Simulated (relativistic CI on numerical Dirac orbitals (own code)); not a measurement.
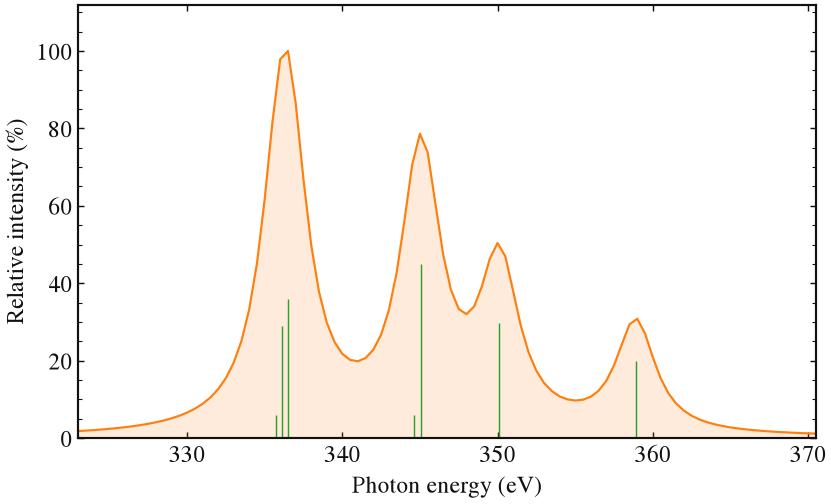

M₂,₃ X-ray absorption of Zr⁴⁺ (zirconium, Z = 40), [Kr], in a field of Oh symmetry with 10Dq = 71,050 cm⁻¹. Sticks are the strongest transitions, on a scale of their own. Multiplet model: relativistic Dirac–Coulomb–Breit theory, one configuration a step, Slater integrals scaled by 0.8, 300 K, Voigt broadening (Lorentzian 3 eV, Gaussian 0.4 eV full widths), computed with a radial Dirac CI code.

Describe the spectrum.

The main maxima lie at 336.3 eV (100), 345.1 eV (79), 350.0 eV (50) and 358.9 eV (31), heights in % of the largest; the centroid is at 343.9 eV. The ground state has S = 0.00.

Caveat: free-ion energies, so absolute edge positions are off by a few eV from solids.
